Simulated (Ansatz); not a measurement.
```sh
ansatz run in.yaml --threads 2 --pin off --events-out ev --progress --plain --max-ram 22528MiB --backend cuda --devices 0, --max-vram 18GiB
```

```yaml
crystal:
  periodic: [false, false, false]
  atoms:
    - {symbol: C, position_ang: [-0.912246, -1.416300, 1.276711]}
    - {symbol: C, position_ang: [-1.159653, -0.261797, 0.662426]}
    - {symbol: Si, position_ang: [0.112423, 0.715103, -0.267447]}
    - {symbol: N, position_ang: [0.186170, 0.555345, -1.962279]}
    - {symbol: N, position_ang: [1.637557, 0.295014, 0.345910]}
    - {symbol: F, position_ang: [-0.321708, 2.249318, -0.071070]}
    - {symbol: H, position_ang: [0.081009, -1.857104, 1.279596]}
    - {symbol: H, position_ang: [-1.684676, -1.974140, 1.799354]}
    - {symbol: H, position_ang: [-2.179635, 0.120495, 0.691692]}
    - {symbol: H, position_ang: [-0.400701, 1.125432, -2.548043]}
    - {symbol: H, position_ang: [0.397038, -0.330049, -2.390724]}
    - {symbol: H, position_ang: [2.474120, 0.586385, -0.132092]}
    - {symbol: H, position_ang: [1.790704, 0.157597, 1.330664]}
basis:
  gaussian: {orbitals: def2-TZVPP}
hamiltonian: {xc: r2scan, dispersion: d4}
output: {forces: true, orbitals: {seedname: orbitals}}
```

Describe the molecule in this file.

The molecule is C2H7FN2Si. As SMILES it reads `C=C[Si](N)(N)F`. It has no ring. Among its groups: alkene, Si–N bond. The point group is C1. Coordination, clear cases only: 2 C trigonal planar; 1 Si tetrahedral.

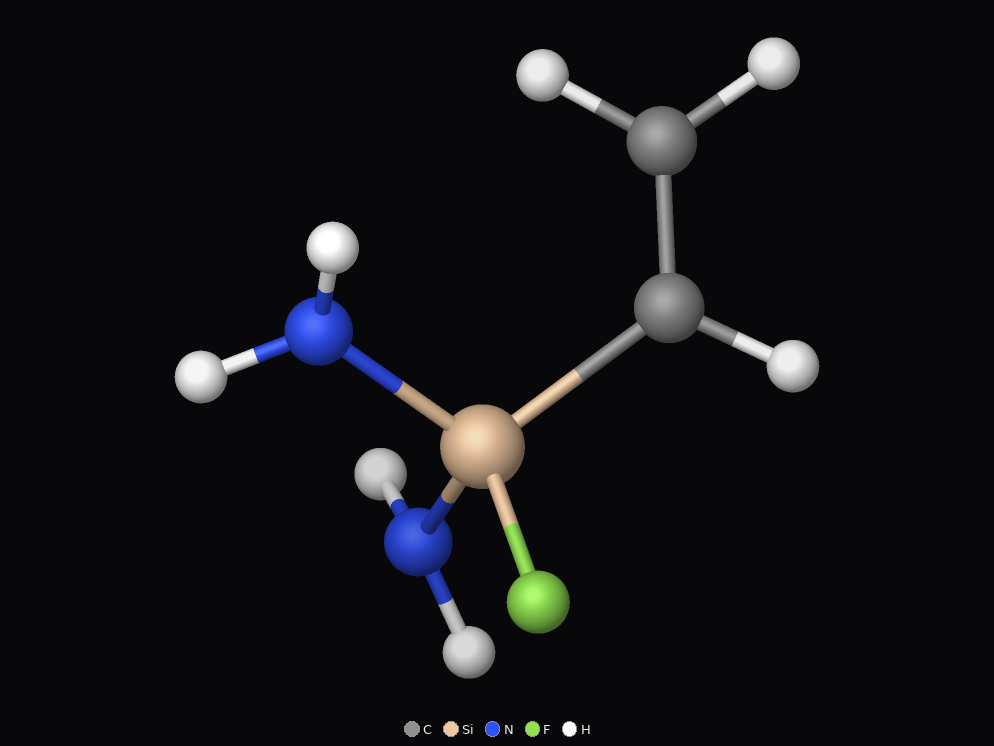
